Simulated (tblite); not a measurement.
# Saddle-point search of C$_{2}$H$_{11}$N$_{4}$Ta

System: C$_{2}$H$_{11}$N$_{4}$Ta (Ta(NEt)(NH2)3).
Method: GFN2-xTB saddle search (eigenvector following) and harmonic vibrations, gas phase (tblite 0.8.0).

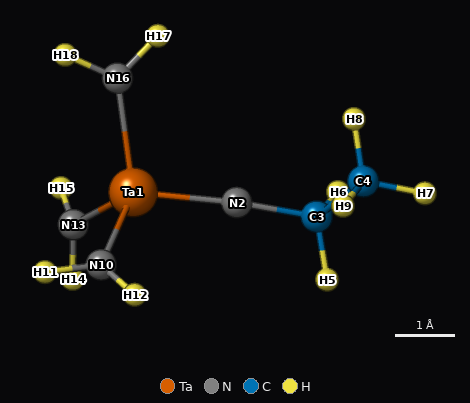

Figure 1. The starting structure (ball-and-stick view, seen at a tilt; atoms are numbered from 1 in the order of the input). Sticks mark near contacts. Bond lengths as drawn: C–C 1.54 Å, C–H 1.09 to 1.10 Å, C–N 1.41 Å, H–N 1.01 to 1.02 Å and N–Ta 1.79 to 2.03 Å.

## Input
```
{"job": {"xc": "GFN2-xTB", "basis": "xTB", "kind": "saddle"}, "charge": 0, "multiplicity": 1}
Ta    -0.095900     0.330543    -1.179641
N     -0.116043     0.180687     0.607249
C     -0.142809     0.211408     2.011986
C      0.314304    -1.127436     2.611175
H      0.522053     1.012628     2.374239
H     -1.160332     0.437210     2.371334
H      0.301189    -1.085405     3.697411
H     -0.345607    -1.920072     2.270439
H      1.321436    -1.348080     2.268451
N      1.860250     0.422457    -1.621284
H      2.210037     0.502295    -2.571917
H      2.661491     0.288110    -1.015531
N     -0.955741     1.990372    -1.974327
H     -0.651564     2.942365    -1.800593
H     -1.935696     2.046771    -2.232303
N     -1.114906    -1.282155    -1.798740
H     -1.533883    -2.022505    -1.247515
H     -1.138278    -1.579194    -2.770431
```

The first line tells a small driver script what to run in tblite; the rest is the geometry in Å.

Command:
```bash
OMP_NUM_THREADS=1 python <driver script> task.json out
```

## The program's output
```
step      E/eV     max force
  0    -637.74754   0.0323
  1    -637.75038   0.1325
  2    -637.74918   0.0361
  3    -637.75017   0.0165
  4    -637.75050   0.0698
  5    -637.75045   0.0166
  6    -637.75074   0.0150
  7    -637.75075   0.0657
  8    -637.75081   0.0110
  9    -637.75084   0.0221
 10    -637.75083   0.0251
 11    -637.75079   0.0190
 12    -637.75064   0.0431
 13    -637.75076   0.0110
 14    -637.75069   0.0150
 15    -637.75064   0.0181
 16    -637.75062   0.0110
 17    -637.75061   0.0260
 18    -637.75065   0.0189
 19    -637.75056   0.0566
 20    -637.75064   0.0090
 21    -637.75063   0.0060
 22    -637.75063   0.0050
 23    -637.75063   0.0050
 24    -637.75063   0.0030
lowest wavenumbers (cm-1): -82.6 5.3 69.6 96.1 105.4 125.1
```

## Trajectory as extended XYZ (Å, eV, eV/Å), 12 frames, from step=0 to step=24
```
18
Properties=species:S:1:pos:R:3:forces:R:3 step=0 energy=-637.74754
Ta   -0.0959    0.3305   -1.1796    0.0100  -0.0100  -0.0080
N    -0.1160    0.1807    0.6072    0.0260   0.0070   0.0020
C    -0.1428    0.2114    2.0120    0.0020   0.0000  -0.0030
C     0.3143   -1.1274    2.6112    0.0100   0.0080   0.0080
H     0.5221    1.0126    2.3742    0.0000   0.0020   0.0150
H    -1.1603    0.4372    2.3713   -0.0060  -0.0050  -0.0230
H     0.3012   -1.0854    3.6974   -0.0020  -0.0050  -0.0030
H    -0.3456   -1.9201    2.2704   -0.0100  -0.0020   0.0120
H     1.3214   -1.3481    2.2685    0.0030  -0.0010   0.0120
N     1.8602    0.4225   -1.6213    0.0070  -0.0060   0.0110
H     2.2100    0.5023   -2.5719   -0.0120   0.0040  -0.0140
H     2.6615    0.2881   -1.0155   -0.0110   0.0120   0.0020
N    -0.9557    1.9904   -1.9743   -0.0090  -0.0040   0.0050
H    -0.6516    2.9424   -1.8006    0.0130   0.0190   0.0160
H    -1.9357    2.0468   -2.2323    0.0040  -0.0190  -0.0180
N    -1.1149   -1.2822   -1.7987   -0.0210  -0.0110   0.0220
H    -1.5339   -2.0225   -1.2475    0.0130   0.0080  -0.0110
H    -1.1383   -1.5792   -2.7704   -0.0160   0.0040  -0.0240
18
Properties=species:S:1:pos:R:3:forces:R:3 step=2 energy=-637.74918
Ta   -0.0906    0.3270   -1.1803    0.0050  -0.0060  -0.0070
N    -0.1010    0.1705    0.6064    0.0170   0.0030  -0.0020
C    -0.1464    0.2036    2.0105    0.0020   0.0050  -0.0010
C     0.3200   -1.1271    2.6203    0.0010   0.0020   0.0030
H     0.5013    1.0150    2.3818   -0.0020  -0.0020   0.0070
H    -1.1727    0.4152    2.3531   -0.0050  -0.0010  -0.0130
H     0.2970   -1.0798    3.7058   -0.0030  -0.0020   0.0100
H    -0.3286   -1.9289    2.2789   -0.0050   0.0010   0.0080
H     1.3323   -1.3385    2.2882    0.0100  -0.0030   0.0070
N     1.8639    0.4271   -1.6248    0.0040  -0.0040   0.0060
H     2.2116    0.4973   -2.5770   -0.0070   0.0030  -0.0100
H     2.6664    0.3069   -1.0180   -0.0050   0.0060   0.0010
N    -0.9504    1.9847   -1.9767    0.0090  -0.0090   0.0050
H    -0.6345    2.9361   -1.8221    0.0120   0.0200   0.0150
H    -1.9328    2.0455   -2.2218   -0.0180  -0.0140  -0.0170
N    -1.1266   -1.2751   -1.7995   -0.0090  -0.0010   0.0260
H    -1.5369   -2.0215   -1.2504    0.0050   0.0020  -0.0030
H    -1.1720   -1.5581   -2.7744   -0.0120   0.0000  -0.0340
18
Properties=species:S:1:pos:R:3:forces:R:3 step=4 energy=-637.75050
Ta   -0.0820    0.3151   -1.1856   -0.0010  -0.0060  -0.0030
N    -0.0800    0.1352    0.6003    0.0040   0.0060   0.0130
C    -0.1609    0.1843    2.0029    0.0070  -0.0020   0.0040
C     0.3403   -1.1178    2.6487   -0.0040  -0.0020  -0.0060
H     0.4435    1.0265    2.3811   -0.0150  -0.0210  -0.0110
H    -1.2055    0.3595    2.3124    0.0240  -0.0080  -0.0060
H     0.2815   -1.0532    3.7327   -0.0040  -0.0050  -0.0150
H    -0.2662   -1.9512    2.3023    0.0180   0.0260   0.0160
H     1.3714   -1.2953    2.3530   -0.0280   0.0090   0.0080
N     1.8707    0.4271   -1.6335   -0.0020  -0.0010  -0.0020
H     2.2151    0.4871   -2.5878   -0.0010   0.0010  -0.0040
H     2.6751    0.3182   -1.0274    0.0020  -0.0010   0.0010
N    -0.9398    1.9757   -1.9748   -0.0370   0.0440   0.0000
H    -0.5879    2.9219   -1.8584   -0.0310  -0.0480  -0.0020
H    -1.9339    2.0569   -2.1711    0.0690   0.0030   0.0100
N    -1.1521   -1.2606   -1.8171    0.0030   0.0010   0.0100
H    -1.5539   -2.0191   -1.2788    0.0000  -0.0010   0.0010
H    -1.2355   -1.5102   -2.7990   -0.0030   0.0020  -0.0130
18
Properties=species:S:1:pos:R:3:forces:R:3 step=6 energy=-637.75074
Ta   -0.0750    0.3189   -1.1844    0.0010  -0.0020  -0.0010
N    -0.0607    0.1468    0.6021    0.0010  -0.0010   0.0030
C    -0.1424    0.1915    2.0047    0.0000   0.0000  -0.0020
C     0.3166   -1.1278    2.6446    0.0030   0.0000   0.0040
H     0.4862    1.0123    2.3878    0.0000   0.0010  -0.0020
H    -1.1811    0.3965    2.3133    0.0020   0.0000  -0.0030
H     0.2532   -1.0695    3.7284   -0.0010   0.0010  -0.0050
H    -0.3116   -1.9400    2.2896    0.0010   0.0010   0.0040
H     1.3431   -1.3329    2.3533   -0.0050   0.0010   0.0050
N     1.8745    0.4420   -1.6438    0.0030  -0.0010   0.0000
H     2.2131    0.5003   -2.6003   -0.0010   0.0010  -0.0010
H     2.6831    0.3422   -1.0415   -0.0030   0.0000  -0.0040
N    -0.9493    1.9701   -1.9747   -0.0080   0.0080   0.0020
H    -0.6101    2.9199   -1.8592   -0.0070  -0.0080   0.0050
H    -1.9420    2.0396   -2.1754    0.0150  -0.0010   0.0000
N    -1.1376   -1.2663   -1.8025   -0.0020  -0.0040  -0.0100
H    -1.5293   -2.0261   -1.2584    0.0010   0.0010  -0.0050
H    -1.2306   -1.5176   -2.7837    0.0000   0.0030   0.0090
18
Properties=species:S:1:pos:R:3:forces:R:3 step=8 energy=-637.75081
Ta   -0.0723    0.3169   -1.1856    0.0000  -0.0010  -0.0010
N    -0.0556    0.1413    0.6007    0.0010  -0.0010   0.0010
C    -0.1435    0.1893    2.0027    0.0000   0.0000  -0.0010
C     0.3165   -1.1264    2.6495    0.0010   0.0000   0.0030
H     0.4804    1.0134    2.3865    0.0000   0.0000  -0.0020
H    -1.1844    0.3916    2.3055    0.0020   0.0000  -0.0020
H     0.2443   -1.0654    3.7326   -0.0010   0.0020  -0.0030
H    -0.3053   -1.9424    2.2919    0.0010   0.0010   0.0030
H     1.3462   -1.3278    2.3671   -0.0030   0.0010   0.0030
N     1.8762    0.4426   -1.6483    0.0010  -0.0010  -0.0010
H     2.2125    0.4997   -2.6058   -0.0010   0.0010  -0.0010
H     2.6863    0.3438   -1.0479   -0.0010  -0.0010  -0.0020
N    -0.9495    1.9685   -1.9716   -0.0060   0.0050   0.0010
H    -0.6034    2.9166   -1.8645   -0.0050  -0.0050   0.0050
H    -1.9446    2.0429   -2.1583    0.0110   0.0000   0.0000
N    -1.1382   -1.2656   -1.8051   -0.0010  -0.0020  -0.0050
H    -1.5282   -2.0274   -1.2626    0.0000   0.0000  -0.0030
H    -1.2372   -1.5117   -2.7868    0.0000   0.0010   0.0030
18
Properties=species:S:1:pos:R:3:forces:R:3 step=10 energy=-637.75083
Ta   -0.0688    0.3111   -1.1892    0.0000  -0.0010   0.0000
N    -0.0502    0.1259    0.5966    0.0000   0.0010   0.0020
C    -0.1489    0.1834    1.9977    0.0010  -0.0010   0.0000
C     0.3196   -1.1210    2.6613   -0.0010   0.0000   0.0000
H     0.4630    1.0177    2.3791   -0.0020  -0.0030  -0.0020
H    -1.1945    0.3772    2.2901    0.0030  -0.0010  -0.0010
H     0.2354   -1.0499    3.7429    0.0000   0.0000  -0.0020
H    -0.2893   -1.9476    2.3058    0.0030   0.0040   0.0030
H     1.3544   -1.3136    2.3920   -0.0040   0.0020   0.0010
N     1.8785    0.4421   -1.6552    0.0000  -0.0010  -0.0010
H     2.2121    0.4956   -2.6139    0.0000   0.0010   0.0000
H     2.6905    0.3436   -1.0572    0.0000  -0.0010  -0.0010
N    -0.9505    1.9657   -1.9634   -0.0150   0.0120  -0.0010
H    -0.5836    2.9085   -1.8787   -0.0100  -0.0120   0.0020
H    -1.9511    2.0562   -2.1116    0.0250   0.0000   0.0020
N    -1.1400   -1.2648   -1.8163   -0.0010  -0.0020  -0.0040
H    -1.5283   -2.0316   -1.2798    0.0000   0.0010  -0.0020
H    -1.2484   -1.4985   -2.8000    0.0010   0.0010   0.0030
18
Properties=species:S:1:pos:R:3:forces:R:3 step=13 energy=-637.75076
Ta   -0.0675    0.3073   -1.1915    0.0000   0.0000   0.0000
N    -0.0508    0.1160    0.5939    0.0000   0.0000   0.0010
C    -0.1571    0.1783    1.9942    0.0010   0.0000   0.0000
C     0.3262   -1.1152    2.6681    0.0000   0.0000  -0.0010
H     0.4406    1.0233    2.3742   -0.0010  -0.0010  -0.0010
H    -1.2069    0.3586    2.2801    0.0020   0.0000   0.0000
H     0.2342   -1.0388    3.7487    0.0000   0.0000  -0.0010
H    -0.2683   -1.9527    2.3142    0.0010   0.0020   0.0010
H     1.3654   -1.2942    2.4066   -0.0020   0.0010   0.0000
N     1.8797    0.4378   -1.6578    0.0000   0.0000   0.0000
H     2.2125    0.4877   -2.6170    0.0000   0.0000   0.0000
H     2.6920    0.3382   -1.0606    0.0000  -0.0010   0.0000
N    -0.9498    1.9654   -1.9577   -0.0060   0.0050   0.0000
H    -0.5665    2.9029   -1.8914   -0.0040  -0.0050   0.0010
H    -1.9526    2.0704   -2.0760    0.0110   0.0000   0.0000
N    -1.1429   -1.2633   -1.8250    0.0000   0.0000  -0.0010
H    -1.5317   -2.0329   -1.2928    0.0000   0.0000   0.0000
H    -1.2565   -1.4887   -2.8100    0.0000   0.0000   0.0010
18
Properties=species:S:1:pos:R:3:forces:R:3 step=15 energy=-637.75064
Ta   -0.0680    0.3063   -1.1921    0.0000   0.0000   0.0000
N    -0.0559    0.1113    0.5930    0.0000   0.0010   0.0010
C    -0.1692    0.1725    1.9928    0.0000   0.0000   0.0010
C     0.3373   -1.1102    2.6703    0.0000   0.0000  -0.0020
H     0.4098    1.0299    2.3745   -0.0020  -0.0030  -0.0010
H    -1.2237    0.3319    2.2741    0.0040  -0.0010   0.0000
H     0.2391   -1.0345    3.7503    0.0000   0.0000   0.0000
H    -0.2387   -1.9602    2.3149    0.0020   0.0040   0.0010
H     1.3811   -1.2686    2.4135   -0.0040   0.0010   0.0010
N     1.8802    0.4325   -1.6553    0.0000   0.0000  -0.0010
H     2.2146    0.4747   -2.6145    0.0000   0.0000   0.0010
H     2.6914    0.3321   -1.0566    0.0000   0.0000   0.0000
N    -0.9482    1.9657   -1.9578   -0.0080   0.0130   0.0000
H    -0.5442    2.8965   -1.9203   -0.0090  -0.0140   0.0000
H    -1.9525    2.0891   -2.0425    0.0180   0.0010   0.0010
N    -1.1479   -1.2597   -1.8295    0.0000   0.0000  -0.0010
H    -1.5376   -2.0305   -1.2998    0.0000   0.0000   0.0000
H    -1.2675   -1.4786   -2.8151    0.0000   0.0000   0.0010
18
Properties=species:S:1:pos:R:3:forces:R:3 step=17 energy=-637.75061
Ta   -0.0692    0.3061   -1.1921    0.0000   0.0000   0.0000
N    -0.0638    0.1082    0.5927   -0.0010   0.0010   0.0010
C    -0.1844    0.1657    1.9921    0.0000  -0.0010   0.0020
C     0.3514   -1.1044    2.6709    0.0000   0.0000  -0.0040
H     0.3714    1.0372    2.3767   -0.0030  -0.0050  -0.0020
H    -1.2439    0.2985    2.2690    0.0060  -0.0010  -0.0010
H     0.2470   -1.0317    3.7506    0.0000   0.0000  -0.0010
H    -0.2018   -1.9683    2.3128    0.0040   0.0060   0.0020
H     1.3999   -1.2365    2.4182   -0.0070   0.0010   0.0010
N     1.8804    0.4252   -1.6509    0.0010   0.0000  -0.0010
H     2.2173    0.4576   -2.6096    0.0000   0.0000   0.0010
H     2.6897    0.3241   -1.0497    0.0000   0.0000   0.0000
N    -0.9465    1.9668   -1.9586   -0.0110   0.0210   0.0000
H    -0.5188    2.8879   -1.9580   -0.0140  -0.0210  -0.0010
H    -1.9503    2.1134   -2.0049    0.0260   0.0010   0.0010
N    -1.1536   -1.2553   -1.8335    0.0000   0.0000  -0.0010
H    -1.5447   -2.0269   -1.3061    0.0000   0.0000   0.0000
H    -1.2799   -1.4675   -2.8197    0.0000   0.0000   0.0010
18
Properties=species:S:1:pos:R:3:forces:R:3 step=19 energy=-637.75056
Ta   -0.0728    0.3048   -1.1923    0.0000   0.0010   0.0010
N    -0.0752    0.1039    0.5921    0.0010  -0.0010   0.0000
C    -0.1984    0.1595    1.9913    0.0010  -0.0020   0.0040
C     0.3680   -1.0966    2.6718   -0.0010   0.0020  -0.0060
H     0.3353    1.0448    2.3757   -0.0040  -0.0060  -0.0010
H    -1.2611    0.2663    2.2670    0.0070  -0.0010   0.0000
H     0.2614   -1.0255    3.7513    0.0000   0.0000   0.0010
H    -0.1636   -1.9741    2.3143    0.0040   0.0060   0.0010
H     1.4196   -1.2031    2.4199   -0.0080   0.0010   0.0010
N     1.8788    0.4129   -1.6452   -0.0010   0.0000   0.0040
H     2.2189    0.4448   -2.6027    0.0010   0.0000  -0.0030
H     2.6857    0.3062   -1.0417   -0.0010   0.0000   0.0000
N    -0.9390    1.9719   -1.9574    0.0230  -0.0450   0.0000
H    -0.5074    2.8891   -1.9566    0.0330   0.0460   0.0010
H    -1.9398    2.1255   -2.0059   -0.0550  -0.0010  -0.0020
N    -1.1629   -1.2501   -1.8399    0.0000   0.0000   0.0030
H    -1.5600   -2.0205   -1.3150    0.0000   0.0010   0.0000
H    -1.2876   -1.4597   -2.8267    0.0000   0.0000  -0.0030
18
Properties=species:S:1:pos:R:3:forces:R:3 step=21 energy=-637.75063
Ta   -0.0719    0.3048   -1.1923    0.0000   0.0000   0.0000
N    -0.0714    0.1045    0.5922    0.0000   0.0000   0.0000
C    -0.1931    0.1615    1.9915    0.0000   0.0000   0.0000
C     0.3628   -1.0989    2.6718    0.0000   0.0000   0.0000
H     0.3483    1.0421    2.3753    0.0000   0.0000   0.0000
H    -1.2544    0.2774    2.2679    0.0000   0.0000   0.0000
H     0.2567   -1.0270    3.7514    0.0000   0.0000   0.0000
H    -0.1760   -1.9719    2.3143    0.0000   0.0000   0.0000
H     1.4132   -1.2141    2.4198    0.0000   0.0000   0.0000
N     1.8790    0.4166   -1.6472    0.0000   0.0000   0.0000
H     2.2179    0.4512   -2.6051    0.0000   0.0000   0.0000
H     2.6868    0.3104   -1.0448    0.0000   0.0000   0.0000
N    -0.9399    1.9707   -1.9582   -0.0020   0.0050   0.0000
H    -0.5128    2.8915   -1.9477   -0.0030  -0.0050   0.0000
H    -1.9427    2.1176   -2.0148    0.0060   0.0000   0.0000
N    -1.1611   -1.2515   -1.8378    0.0000   0.0000   0.0000
H    -1.5572   -2.0217   -1.3119    0.0000   0.0000   0.0000
H    -1.2842   -1.4634   -2.8245    0.0000   0.0000   0.0000
18
Properties=species:S:1:pos:R:3:forces:R:3 step=24 energy=-637.75063
Ta   -0.0733    0.3042   -1.1924    0.0000   0.0000   0.0000
N    -0.0751    0.1027    0.5920    0.0000   0.0000   0.0000
C    -0.1970    0.1597    1.9912    0.0000   0.0000   0.0000
C     0.3682   -1.0963    2.6722    0.0000   0.0000   0.0000
H     0.3379    1.0444    2.3745    0.0000   0.0000   0.0000
H    -1.2591    0.2679    2.2677    0.0000   0.0000   0.0000
H     0.2616   -1.0245    3.7517    0.0000   0.0000   0.0000
H    -0.1641   -1.9734    2.3151    0.0000   0.0000   0.0000
H     1.4194   -1.2038    2.4202    0.0000   0.0000   0.0000
N     1.8783    0.4123   -1.6453    0.0000   0.0000   0.0000
H     2.2181    0.4487   -2.6028    0.0000   0.0000   0.0000
H     2.6853    0.3035   -1.0424    0.0000   0.0000   0.0000
N    -0.9365    1.9726   -1.9579    0.0010  -0.0020   0.0000
H    -0.5109    2.8938   -1.9405    0.0020   0.0020   0.0000
H    -1.9388    2.1186   -2.0219   -0.0030   0.0000   0.0000
N    -1.1647   -1.2497   -1.8399    0.0000   0.0000   0.0000
H    -1.5634   -2.0190   -1.3147    0.0000   0.0000   0.0000
H    -1.2859   -1.4617   -2.8268    0.0000   0.0000   0.0000
```

## Key numbers

```csv
quantity,value
outcome,converged
total energy,−637.7506 eV
point group,C1
hardware,"1 CPU thread, shared host"
wall time,11 s
peak memory,0.19 GiB
```
